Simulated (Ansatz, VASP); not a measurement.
# Cross-check of GaP between VASP and Ansatz

One calculation is typed for both programs; each brings its own data sets and cutoff. How far apart do they land?

Main program and level: Ansatz 0.2.0; plane waves, with VASP 6.6.1 beside it; band structure at B3LYP.

## 1. The starting structure

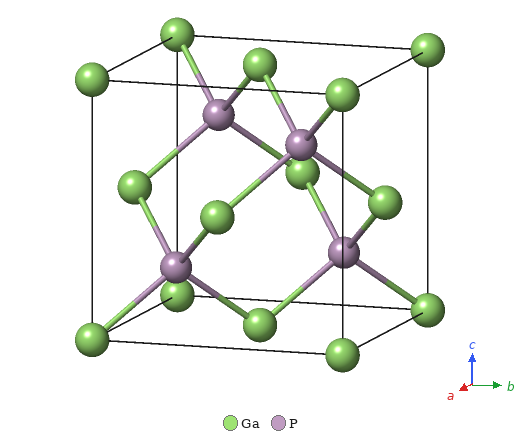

The starting structure, seen slightly off an axis (gallium green, phosphorus pink). This picture shows the conventional cell, with its axes. Bonds to atoms that aren't drawn are left out. Some periodic images of atoms are drawn too.

## 2. Ansatz: band structure, B3LYP

Ansatz runs on its default PAW (the set named soft_2) files.

The same path points are solved in both programs, so levels can be compared one by one.

input.yaml reads:

```yaml
crystal:
  lattice:
    - [0.0, 2.72525, 2.72525]
    - [2.72525, 0.0, 2.72525]
    - [2.72525, 2.72525, 0.0]
  atoms:
    - { symbol: Ga, position: [0.0, 0.0, 0.0] }
    - { symbol: P, position: [0.25, 0.25, 0.25] }
hamiltonian:
  xc: b3lyp
  pseudopotentials: { kind: paw }
kpoints:
  mp_grid: { grid: [4, 4, 4] }
  band_path:
    path:
      - [0.0, 0.0, 0.0]
      - [0.4, 0.0, 0.4]
      - [0.5, 0.0, 0.5]
      - [0.5, 0.2, 0.7]
      - [0.4, 0.35, 0.75]
      - [0.15, 0.15, 0.3]
      - [0.2, 0.2, 0.2]
      - [0.55, 0.4, 0.55]
      - [0.6, 0.25, 0.65]
      - [0.5, 0.25, 0.75]
      - [0.5, 0.5, 0.5]
      - [0.375, 0.375, 0.75]
      - [0.5, 0.0, 0.5]
    npoints: 1
scf:
  occupations: { method: gaussian, width: 0.02 }
  n_extra_bands: 7
output:
  forces: true
  stress: true
  eigenvalues: true
```

The run is started by

```console
ansatz run input.yaml --threads 4 --pin off --max-ram 9216MiB --backend cpu --events-out ev --progress --plain --runs-dir out
```

Numbers of over 12 decimals in the logs are rounded to 6 here.

The program printed:

```text
Warning: output.stress: scf.convergence.dr2_threshold = 1e-7 eV (the SCF's general default) is looser than the 2e-10 eV advised for a printed stress (1e-10 eV for each atom of the cell: 2). What an SCF threshold leaves in a stress goes as its square root, and in the free energy as the threshold itself, and one threshold admits the most on a small cell: [figures from the program's tests cut] Set scf.convergence.dr2_threshold to 2e-10 eV or tighter. The threshold is an SCF's pass mark: one that does not reach it within its budget of iterations ends unconverged, or closes short of it on a stop that the run arms, and scf.convergence.dr2_threshold's page says what that costs each kind of run
Warning: output.stress: scf.exx.energy_threshold = 1e-6 eV is looser than the 2e-8 eV advised for a stress under a hybrid functional (1e-8 eV for each atom of the cell: 2). Every SCF of the exchange loop can meet its threshold on dr2 while the loop round them stops early: no threshold on dr2 bounds what that leaves in the stress. Set scf.exx.energy_threshold to 2e-8 eV or tighter. The threshold is the loop's pass mark: a loop that does not reach it within its budget of cycles ends unconverged, and scf.exx.energy_threshold's page has the law
scf.n_extra_bands = 7 over 9 filled bands (N_el = 18.0): the run solves 16 bands
Engine: ansatz 0.2.0, aarch64-unknown-linux-gnu
Pseudopotentials: kind: paw
Pseudopotential: Ga, paw, valence charge 13, recommended cutoff 420 eV (normal), Ga.paw.azcp
Pseudopotential: P, paw, valence charge 5, recommended cutoff 420 eV (normal), P.paw.azcp
Functional definition: B3LYP
  parameter a0 = 0.2
  parameter ax = 0.72
  parameter ac = 0.81
  exchange = (1 - a0 - ax)*slater_x + ax*b88_x + a0*exact_x
  correlation = (1 - ac)*vwn_rpa_c + ac*lyp_c
Crystal: 2 atoms, lattice volume = 40.481 Å³
Basis set: ecut = 420 eV, 749 PW (Γ), exchange–correlation on 54×54×54 points (8 copies of the dense FFT grid, shifted against one another)
Bands: 16, of which v1, the nominal top of the filled ones, is band 9 counted from 1 (8 counted from 0)
Symmetry: 24 space group operations
Space group: F-43m (ITA 216), of the structure as read, at distance tolerance 3.4e-5 Å
k-points: 8 of 64 (time reversal used)
Non-local potential: Ga, projectors of the file, l = 0: 2, l = 1: 2, l = 2: 3, l = 3: 1
Non-local potential: P, projectors of the file, l = 0: 2, l = 1: 2, l = 2: 2
PAW form: soft (Blöchl's): semilocal exchange-correlation on the pseudo side does not see the compensation charge
PAW frozen core: Ga, regenerated for the run's functional, and the local potential with it (the file was generated under x = pbe(κ = 0.804, μ = 0.219515), c = pbe(β = 0.066725))
PAW frozen core: P, regenerated for the run's functional, and the local potential with it (the file was generated under x = pbe(κ = 0.804, μ = 0.219515), c = pbe(β = 0.066725))
PAW one-centre angular grid: Ga, 590 points (default); XC on 64 Gauss nodes
PAW one-centre angular grid: P, 110 points (default); XC on 64 Gauss nodes
Initial density: superposition of atomic densities (neutral atoms: chi_scale 0, normalization atom), corrected by the library's trained network
Initial wavefunctions: pseudopotential atomic-orbital guess
Functional: x = 0.1 slater + 0.9 b88, c = 0.19 vwn_rpa + 0.81 lyp, warm-up for x = 0.08 slater + 0.72 b88 + 0.2 exact, c = 0.19 vwn_rpa + 0.81 lyp
SCF iter   1: F=—  HF=-4550.759293 eV  |F-HF|=—  |Δ(HF+E_count)|=         —  Δρ=5.99e-3  dr2=2.11e-2  ethr=1.77e-3  ⟨swp⟩=10.8  Hψ=629  notcnv=0
preconditioner: auto → none  [insulator: Δε(μ)=1.690 eV  Ē_g=18.226 eV  σ=0.020 eV  W_gap=1.00  n_scr=14 (ndim 8)  ℏωp=24.8 eV  f_vac=0.011  D(μ)=0.00/eV (n_scr^D=0)]
iter 2 solved again at ethr=8.50e-6 eV; its pass at ethr=1.17e-4 eV (dr2=1.53e-3 eV) is discarded
SCF iter   2: F=—  HF=-4550.751265 eV  |F-HF|=—  |Δ(HF+E_count)|=   8.03e-3  Δρ=1.89e-3  dr2=1.53e-3  ethr=8.50e-6  ⟨swp⟩=2.8  Hψ=596  notcnv=0  defer=3
SCF iter   3: F=-4550.750659 eV  HF=-4550.750728 eV  |F-HF|=6.93e-5  |Δ(HF+E_count)|=   5.37e-4  Δρ=6.36e-4  dr2=1.01e-4  ethr=8.50e-6  ⟨swp⟩=3.1  Hψ=276  notcnv=0  defer=1
SCF 1 stopped early in 3 iterations: F = -4550.750659 eV  dr2 = 1.01e-4
  greatest PAW one-centre occupation: 0.994 electrons in one spin orbital (limit 2), on the Ga atom at site 0 (counted from 0), in its partial waves of l = 2
Initial density: handed on by an earlier stage of this run
Initial wavefunctions: those handed on with the density
Functional: x = 0.08 slater + 0.72 b88 + 0.2 exact, c = 0.19 vwn_rpa + 0.81 lyp
Frozen-core exchange: fock
SCF iter   1: F=—  HF=-4552.580294 eV  |F-HF|=—  |Δ(HF+E_count)|=         —  Δρ=9.72e-3  dr2=1.54e-2  ethr=5.61e-6  ⟨swp⟩=5.4  Hψ=557  notcnv=0
preconditioner: auto → none  [insulator: Δε(μ)=2.855 eV  Ē_g=21.151 eV  σ=0.020 eV  W_gap=1.00  n_scr=14 (ndim 8)  ℏωp=24.8 eV  f_vac=0.019  D(μ)=0.00/eV (n_scr^D=0)]
SCF iter   2: F=—  HF=-4552.573560 eV  |F-HF|=—  |Δ(HF+E_count)|=   6.73e-3  Δρ=1.99e-3  dr2=1.51e-3  ethr=5.61e-6  ⟨swp⟩=4.0  Hψ=409  notcnv=0
SCF iter   3: F=—  HF=-4552.578365 eV  |F-HF|=—  |Δ(HF+E_count)|=   4.80e-3  Δρ=2.51e-3  dr2=9.36e-4  ethr=5.01e-6  ⟨swp⟩=4.0  Hψ=370  notcnv=0
SCF iter   4: F=—  HF=-4552.578301 eV  |F-HF|=—  |Δ(HF+E_count)|=   6.35e-5  Δρ=9.62e-4  dr2=1.93e-4  ethr=4.82e-6  ⟨swp⟩=2.0  Hψ=204  notcnv=0
SCF iter   5: F=—  HF=-4552.578311 eV  |F-HF|=—  |Δ(HF+E_count)|=   9.65e-6  Δρ=6.18e-5  dr2=1.09e-5  ethr=6.84e-7  ⟨swp⟩=2.4  Hψ=205  notcnv=0
SCF iter   6: F=-4552.578417 eV  HF=-4552.578422 eV  |F-HF|=5.80e-6  |Δ(HF+E_count)|=   1.12e-4  Δρ=1.02e-4  dr2=1.77e-6  ethr=1.30e-8  ⟨swp⟩=4.1  Hψ=354  notcnv=0
SCF 2 stopped early in 6 iterations: F = -4552.578417 eV  dr2 = 1.77e-6
  greatest PAW one-centre occupation: 0.995 electrons in one spin orbital (limit 2), on the Ga atom at site 0 (counted from 0), in its partial waves of l = 2
hybrid outer 1: dexx = +5.526e-3 eV, tail = 2.41e-5 eV
Frozen-core exchange: fock
SCF iter   1: F=—  HF=-4552.578364 eV  |F-HF|=—  |Δ(HF+E_count)|=         —  Δρ=4.25e-5  dr2=8.65e-7  ethr=6.69e-7  ⟨swp⟩=4.0  Hψ=302  notcnv=0
preconditioner: auto → none  [insulator: Δε(μ)=2.896 eV  Ē_g=21.016 eV  σ=0.020 eV  W_gap=1.00  n_scr=14 (ndim 8)  ℏωp=24.8 eV  f_vac=0.019  D(μ)=0.00/eV (n_scr^D=0)]
SCF iter   2: F=—  HF=-4552.578365 eV  |F-HF|=—  |Δ(HF+E_count)|=   4.37e-7  Δρ=1.50e-5  dr2=1.11e-7  ethr=4.09e-9  ⟨swp⟩=4.0  Hψ=309  notcnv=0
SCF iter   3: F=—  HF=-4552.578365 eV  |F-HF|=—  |Δ(HF+E_count)|=   4.85e-7  Δρ=1.01e-5  dr2=3.29e-8  ethr=2.96e-10  ⟨swp⟩=4.4  Hψ=331  notcnv=0
SCF iter   4: F=-4552.578365 eV  HF=-4552.578365 eV  |F-HF|=2.47e-9  |Δ(HF+E_count)|=   4.47e-8  Δρ=1.98e-6  dr2=2.66e-9  ethr=1.58e-10  ⟨swp⟩=3.9  Hψ=279  notcnv=0
SCF 3 converged in 4 iterations: F = -4552.578365 eV  dr2 = 2.66e-9
  Residual-converged pass: ⟨swp⟩=3.0  Hψ=215  notcnv=0  max |occ|·‖R‖ = 2.4e-6 eV (tolerance 2.4e-6 eV)  dr2=2.67e-9  dr2_onsite=7.67e-9  max |Δocc| = 0.0e0
hybrid outer 2: dexx = +4.771e-7 eV, tail = 2.43e-8 eV, Δε = 5.40e-3 eV (about 2.28e-4 eV left of the loop's levels)
NSCF: frozen V_eff on 13 k-points
hybrid SCF converged: 2 outer / 10 inner (+3 warm-up), last move |dexx| = 4.77e-7 eV, tail = 2.43e-8 eV
Stability not checked: this state was not tested for a lower state beside it, because the functional holds exact exchange (a hybrid, or Hartree-Fock), whose exchange loop this test does not read (fock_operator; see scf.lower_state_search)
Free energy (F): -4552.578365 eV
Frozen-core exchange: fock
Harris-Foulkes:  -4552.578365 eV  (|F-HF|=2.47e-9)
Internal energy: -4552.578365 eV  (E = F + TS)
E sigma→0 (E₀):  -4552.578365 eV
Fermi energy:    8.121067 eV
--- Per-component energies (eV) ---
  E_band       = -91.341383
  E_kinetic    = 187.199056
  E_local      = -2204.473164  (includes V_loc(G=0)·N_el)
  E_nonlocal   = 458.051740
  E_hartree    = 1023.895440
  E_xc         = -106.668235
  E_vxc        = -95.869835  (∫ρ·V_xc dr)
  E_exx        = -50.994485  (= α·E_x^exact, valence–valence)
  E_paw        = -2547.079813  (= ΣΔE_a)
  E_vpaw       = -382.048924  (= ΣTr[D̂ρ^β])
  E_aug_tail   = -0.000117  (compensation charges beyond the density's cutoff)
  E_ewald      = -1312.644944
  E_core_change = 0.136157  (= ΣΔE_core)
  E_smearing   = -0.000000  (= −TS)
  E_closure    = 0.000000  (closes the sum)
  Σ components = -4552.578365   (vs F -4552.578365, Δ=0.00e0)
--- Forces (eV/Å), atoms counted from 1 ---
  atom   1  Ga     0.00000000    -0.00000000     0.00000000
  atom   2  P     -0.00000000     0.00000000     0.00000000
  max |Σ_I F_I| component: 9.25e-17 eV/Å
--- Stress (GPa, compression-positive) ---
        4.165918      -0.000000      -0.000000
        0.000000       4.165918       0.000000
       -0.000000       0.000000       4.165918
  P = ⅓ Tr σ = 4.1659 GPa (41.659 kbar)
--- Band table (eV; the first three rows and the last of 8) ---
  k-point 0: bands = [... 5 lower, -6.8831, 6.6730, 6.6730, 6.6730, 9.7401, 11.8824, 11.8824, 11.8824, ... 3 higher]
  k-point 1: bands = [... 5 lower, -6.0703, 2.5390, 5.9770, 5.9770, 10.0882, 12.7916, 12.7916, 14.4814, ... 3 higher]
  k-point 2: bands = [... 5 lower, -4.7156, -0.4637, 5.4753, 5.4753, 9.5760, 12.7776, 12.7776, 16.5387, ... 3 higher]
  k-point 7: bands = [... 5 lower, -3.6623, -0.3991, 2.8956, 3.0847, 12.7444, 12.9878, 14.2386, 14.2521, ... 3 higher]
```

Elapsed: 9.7 s, on 4 threads of Arm Neoverse V2, shared host; peak memory 0.55 GiB.

## 3. VASP: band structure, B3LYP

The same cell, functional (in two slightly different forms), mesh and smearing now go to VASP, with its own data sets and cutoff.

Lines of VASP's logs that name or quote its potential files are left out, and so is its time.

INCAR reads:

```
SYSTEM = GaP
PREC = Accurate
ENCUT = 400
EDIFF = 1E-06
NELM = 100
ISMEAR = 0
SIGMA = 0.02
LREAL = .FALSE.
ALGO = Normal
LHFCALC = .TRUE.
AEXX = 0.2
GGA = B3
AGGAX = 0.72
AGGAC = 0.81
ALDAC = 0.19
LASPH = .TRUE.
NBANDS = 15
PRECFOCK = Fast
HFRCUT = -1
LORBIT = 11
LWAVE = .FALSE.
LCHARG = .FALSE.
KPAR = 4
```

POSCAR reads:

```
GaP
1.0
    0.0000000000      2.7252500000      2.7252500000
    2.7252500000      0.0000000000      2.7252500000
    2.7252500000      2.7252500000      0.0000000000
Ga P
1 1
Direct
    0.0000000000      0.0000000000      0.0000000000
    0.2500000000      0.2500000000      0.2500000000
```

KPOINTS reads:

```
Automatic mesh
0
Gamma
4 4 4
0 0 0
```

KPOINTS_OPT reads:

```
Line mode
6
Line-mode
Reciprocal
  0.00000000   0.00000000   0.00000000 GAMMA
  0.50000000   0.00000000   0.50000000 X

  0.50000000   0.00000000   0.50000000 X
  0.50000000   0.25000000   0.75000000 W

  0.50000000   0.25000000   0.75000000 W
  0.37500000   0.37500000   0.75000000 K

  0.37500000   0.37500000   0.75000000 K
  0.00000000   0.00000000   0.00000000 GAMMA

  0.00000000   0.00000000   0.00000000 GAMMA
  0.50000000   0.50000000   0.50000000 L

  0.50000000   0.50000000   0.50000000 L
  0.62500000   0.25000000   0.62500000 U

  0.62500000   0.25000000   0.62500000 U
  0.50000000   0.25000000   0.75000000 W

  0.50000000   0.25000000   0.75000000 W
  0.50000000   0.50000000   0.50000000 L

  0.50000000   0.50000000   0.50000000 L
  0.37500000   0.37500000   0.75000000 K

  0.62500000   0.25000000   0.62500000 U
  0.50000000   0.00000000   0.50000000 X
```

The projector-augmented-wave data sets are Ga_d and P (PBE family, release 64).

The run is started by

```console
mpirun -np 4 vasp_std
```

The program printed:

```text
[banner, memory and clock lines left out]
running    4 mpi-ranks, on    1 nodes
 distrk:  each k-point on    1 cores,    4 groups
 distr:  one band on    1 cores,    1 groups

 POSCAR found type information on POSCAR GaP
 POSCAR found :  2 types and       2 ions
|                                                                             |
|               ----> ADVICE to this user running VASP <----                  |
|                                                                             |
|     You enforced a specific xc type in the INCAR file but a different       |
|     [... a line on the potential file left out ...]
|     I HOPE YOU KNOW WHAT YOU ARE DOING!                                     |
|                                                                             |

 LDA part: xc-table for (Slater(with rela. corr.)+VWN3), standard interpolation
 found WAVECAR, reading the header
 POSCAR, INCAR and KPOINTS ok, starting setup
 FFT: planning ... GRIDC
 FFT: planning ... GRID_SOFT
 FFT: planning ... GRID
 HFRCUT set to (new)   8.520141
 reading WAVECAR
 the WAVECAR file was read successfully
 initial charge from wavefunction
 entering main loop
       N       E                     dE             d eps       ncg     rms          rms(c)
DAV:   1    -0.987329101486E+01   -0.98733E+01   -0.24912E-01   318   0.118E+01    0.497E-01
DAV:   2    -0.986995519367E+01    0.33358E-02   -0.52701E-02   346   0.356E+00    0.276E-01
DAV:   3    -0.986730741170E+01    0.26478E-02   -0.48465E-03   296   0.110E+00    0.131E-01
DAV:   4    -0.986701672497E+01    0.29069E-03   -0.14191E-03   311   0.345E-01    0.758E-02
DAV:   5    -0.986700695918E+01    0.97658E-05   -0.20014E-04   335   0.101E-01    0.557E-02
DAV:   6    -0.986699992650E+01    0.70327E-05   -0.19631E-05   336   0.385E-02    0.384E-02
DAV:   7    -0.986699644486E+01    0.34816E-05   -0.41009E-06   289   0.151E-02    0.228E-02
DAV:   8    -0.986699555883E+01    0.88604E-06   -0.13931E-06   170   0.813E-03
   1 F= -.98669956E+01 E0= -.98669956E+01  d E =-.724722E-16
 Start KPOINTS_OPT (optional k-point list driver)
k-point batch [1-8\60]
       N       E                     dE             ncg
DAV:   1    -0.268869283893E+03   -0.30539E+04      248
DAV:   2    -0.988110518206E+03   -0.71924E+03      254
DAV:   3    -0.104367612452E+04   -0.55566E+02      303
DAV:   4    -0.104493379914E+04   -0.12577E+01      303
DAV:   5    -0.104495715184E+04   -0.23353E-01      338
DAV:   6    -0.104495790257E+04   -0.75073E-03      379
DAV:   7    -0.104495791699E+04   -0.14420E-04      331
DAV:   8    -0.104495791726E+04   -0.26745E-06      267
[...]
k-point batch [57-60\60]
       N       E                     dE             ncg
DAV:   1     0.227148541220E+04   -0.26096E+04      120
DAV:   2     0.191444661858E+04   -0.35704E+03      127
DAV:   3     0.188957519303E+04   -0.24871E+02      148
DAV:   4     0.188906439034E+04   -0.51080E+00      169
DAV:   5     0.188905489771E+04   -0.94926E-02      177
DAV:   6     0.188905452826E+04   -0.36946E-03      200
DAV:   7     0.188905452476E+04   -0.34950E-05      176
DAV:   8     0.188905452473E+04   -0.30473E-07      144
```

[end of part 1 of 2]

[Lines on the potential files, build, host, timing and source positions are cut from VASP's logs without a mark.]

[Logs are printed without paths, hosts, clocks, repeated set-up lines and the standing remarks that a program may print on its own settings, such as how far it seeks lower states.]

[Hosts, paths, dates, database ids (printed as entryN), source tags and the programs' standing remarks are cut or masked in the printed files.]
